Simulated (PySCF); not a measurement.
**One shape, several levels: C4H6O (vinyl ether)**

Aim: a comparison of 6 runs (B2PLYP/6-31G*, BHLYP/6-31G*, CAM-B3LYP/6-31G*, PBE0/6-31G*, revPBE/6-31G*, CCSD(T)/6-31G*) of C4H6O (vinyl ether). 

The calculation is run with PySCF 2.14.0.

2 further runs of the same task are left out: 2 set aside as unsound or not needed.

## Step 1: The structure to begin with

The species is C4H6O (11 atoms), meant as a singlet with charge 0. As SMILES, `C=COC=C`. The shape is that of a PBE0-D4/def2-TZVP optimisation. This is one conformer, not always the lowest.

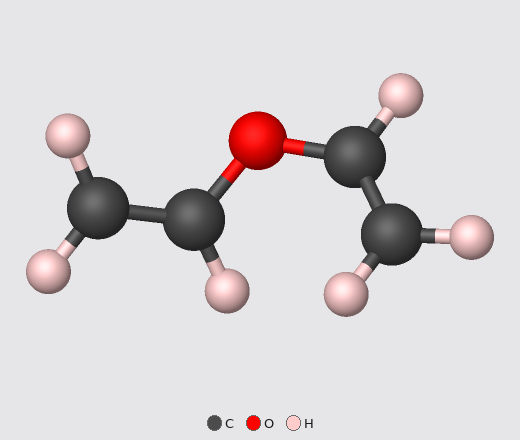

Viewed from a chosen angle; carbon dark grey, oxygen red, hydrogen pink.

## Step 2: The energy at B2PLYP/6-31G(d) (spherical functions) (run 1)

calc.py reads:

```python
from pyscf import gto, dft, mp

mol = gto.M(
    atom='''
C   -0.560150   1.374220   1.162160
C   -0.985810   0.122900   1.051000
O   -0.508650  -0.834390   0.217800
C    0.249700  -0.441100  -0.841770
C    1.205150  -1.208700  -1.336880
H    0.269950   1.769030   0.591660
H   -1.047570   2.029340   1.870310
H   -1.788200  -0.277460   1.659390
H   -0.031470   0.518490  -1.267840
H    1.463400  -2.155000  -0.878990
H    1.733670  -0.897320  -2.226850
''',
    max_memory=1860,
    verbose=3,
    basis='6-31g*',
    spin=0,
    charge=0,
)

calc0 = dft.RKS(mol)
calc0.xc = '0.53*HF + 0.47*B88, 0.73*LYP'
calc0.conv_tol = 1e-10
calc0.grids.level = 5
calc0.kernel()
if not calc0.converged:
    calc0 = calc0.newton().run(calc0.mo_coeff, calc0.mo_occ)

pt = mp.MP2(calc0, frozen=5).run()
energy = calc0.e_tot + 0.27 * pt.e_corr
print('PT2 part  %.8f' % (0.27 * pt.e_corr))
print('Final energy', energy)
```

The run is started by

```sh
$ OMP_NUM_THREADS=1 python calc.py
```

The program printed:

```text
converged SCF energy = -230.706250963281
E(RMP2) = -231.536180114534  E_corr = -0.829929151253848
E(SCS-RMP2) = -231.5205094181  E_corr = -0.81425845481982
PT2 part  -0.22408087
Final energy -230.93033183411916
```

Run time: 13 s. Hardware: 1 thread of Intel Xeon 6975P-C (Granite Rapids), shared host; peak memory 0.42 GiB.

## Step 3: The energy at BHLYP/6-31G(d) (spherical functions) (run 2)

run.py reads:

```python
from pyscf import gto, dft

mol = gto.M(
    atom='''
C   -0.560150   1.374220   1.162160
C   -0.985810   0.122900   1.051000
O   -0.508650  -0.834390   0.217800
C    0.249700  -0.441100  -0.841770
C    1.205150  -1.208700  -1.336880
H    0.269950   1.769030   0.591660
H   -1.047570   2.029340   1.870310
H   -1.788200  -0.277460   1.659390
H   -0.031470   0.518490  -1.267840
H    1.463400  -2.155000  -0.878990
H    1.733670  -0.897320  -2.226850
''',
    spin=0,
    charge=0,
    max_memory=1860,
    verbose=4,
    basis='6-31g*',
)

mf = dft.RKS(mol, xc='bhandhlyp')
mf.grids.level = 5
mf.conv_tol = 1e-10
mf.kernel()
if not mf.converged:
    mf = mf.newton().run(mf.mo_coeff, mf.mo_occ)

etot = mf.e_tot
print('Final energy', etot)
```

The run is started by

```sh
$ OMP_NUM_THREADS=1 python run.py
```

The program printed:

```text
PySCF version 2.14.0

[... 81 lines left out ...]
converged SCF energy = -231.050081474402
Final energy -231.05008147440233
```

Run time: 13 s. Hardware: 1 thread of Intel Xeon 6975P-C (Granite Rapids), shared host; peak memory 0.41 GiB.

Runs 3 to 4 aren't shown in full; the table further down has their settings and results.

## Step 4: The energy at revPBE/6-31G(d) (spherical functions) (run 5)

start.xyz reads:

```xyz
11
C4H6O
C     -0.560150     1.374220     1.162160
C     -0.985810     0.122900     1.051000
O     -0.508650    -0.834390     0.217800
C      0.249700    -0.441100    -0.841770
C      1.205150    -1.208700    -1.336880
H      0.269950     1.769030     0.591660
H     -1.047570     2.029340     1.870310
H     -1.788200    -0.277460     1.659390
H     -0.031470     0.518490    -1.267840
H      1.463400    -2.155000    -0.878990
H      1.733670    -0.897320    -2.226850
```

run.py reads:

```python
# C=COC=C
from pyscf import gto, dft

mol = gto.M(
    atom='start.xyz',
    basis='6-31g*',
    charge=0,
    verbose=3,
    max_memory=1860,
)

ks = dft.RKS(mol)
ks.xc = 'revpbe'
ks.conv_tol = 1e-10
ks.grids.level = 5
ks.kernel()
if not ks.converged:
    ks = ks.newton().run(ks.mo_coeff, ks.mo_occ)

e_tot = ks.e_tot
print(f'total energy: {e_tot:.8f} hartree')
```

The run is started by

```sh
$ OMP_NUM_THREADS=1 python run.py
```

The program printed:

```text
converged SCF energy = -231.119746085261
total energy: -231.11974609 hartree
```

Run time: 14 s. Hardware: 1 thread of Intel Xeon 6975P-C (Granite Rapids), shared host; peak memory 0.42 GiB.

## Step 5: The energy at CCSD(T)/6-31G(d) (spherical functions) (run 6)

Edit start.xyz of step 4 so:

```diff
@@ -1,3 +1,3 @@
 11
-C4H6O
+
 C     -0.560150     1.374220     1.162160
```

job.py reads:

```python
from pyscf import gto, cc

mol = gto.Mole()
mol.atom = 'start.xyz'
mol.spin = 0
mol.basis = '6-31g*'
mol.max_memory = 1860
mol.verbose = 4
mol.charge = 0
mol.build()

myscf = mol.RHF()
myscf.conv_tol = 1e-10
myscf.kernel()
if not myscf.converged:
    myscf = myscf.newton().run(myscf.mo_coeff, myscf.mo_occ)

mycc = cc.CCSD(myscf, frozen=5)
mycc.kernel()
e_t = mycc.ccsd_t()
energy = mycc.e_tot + e_t
print('E(%s) = %.9f' % ('CCSD(T)', energy))
```

The run is started by

```sh
$ OMP_NUM_THREADS=1 python job.py
```

The program printed:

```text
PySCF version 2.14.0

[... 67 lines left out ...]
converged SCF energy = -229.759569185764
[... 12 lines left out ...]
Init t2, MP2 energy = -230.431777520777  E_corr(MP2) -0.672208335013259
[... 12 lines left out ...]
CCSD converged
[... 2 lines left out ...]
E(CCSD(T)) = -230.500762024
```

Wall time 13 s (1 thread of Intel Xeon 6975P-C (Granite Rapids), shared host); peak memory 0.42 GiB.

## Step 6: Overview of the runs

| run | level | frozen core orbitals | integration grid | energy (Eh) | dipole moment (D) of the reference | HOMO energy (eV) | LUMO energy (eV) | wall time |
| --- | --- | --- | --- | --- | --- | --- | --- | --- |
| 1 | B2PLYP/6-31G* (spherical functions) | 5 | 5 | -230.930332 | 0.87 | -7.34 | 2.14 | 13 s |
| 2 | BHLYP/6-31G* (spherical functions) | – | 5 | -231.050081 | 0.88 | -7.42 | 1.79 | 13 s |
| 3 | CAM-B3LYP/6-31G* (spherical functions) | – | 5 | -231.068303 | 0.81 | -7.65 | 1.81 | 20 s |
| 4 | PBE0/6-31G* (spherical functions) | – | 5 | -230.915388 | 0.79 | -6.39 | 0.55 | 13 s |
| 5 | revPBE/6-31G* (spherical functions) | – | 5 | -231.119746 | 0.67 | -5.13 | -0.40 | 14 s |
| 6 | CCSD(T)/6-31G* (spherical functions) | 5 | – | -230.500762 | 0.99 | -9.06 | 4.71 | 13 s |

## Step 7: What came out

```
                                          quantity          value
                               run 6: total energy  -230.50076 Eh
       run 6: dipole moment (Hartree–Fock density)         0.99 D
        run 6: HOMO energy (Hartree–Fock orbitals)       -9.06 eV
        run 6: LUMO energy (Hartree–Fock orbitals)        4.71 eV
      run 6: HOMO–LUMO gap (Hartree–Fock orbitals)       13.78 eV
run 6: correlation energy (5 core orbitals frozen)     -741.2 mEh
                             run 6: (T) correction     -24.60 mEh
                              run 6: T1 diagnostic          0.013
```

What this shows: Over runs 1, 2, 3, 4, 5 the dipole moment (its size) runs from 0.67 D (revPBE/6-31G*) to 0.88 D (BHLYP/6-31G*). Over runs 1, 2, 3, 4, 5 the HOMO–LUMO gap runs from 4.73 eV (revPBE/6-31G*) to 9.48 eV (B2PLYP/6-31G*). A double hybrid's value is that of its SCF part. Totals of different functionals can't be ranked against each other. All runs together took 85 s, the longest 20 s.
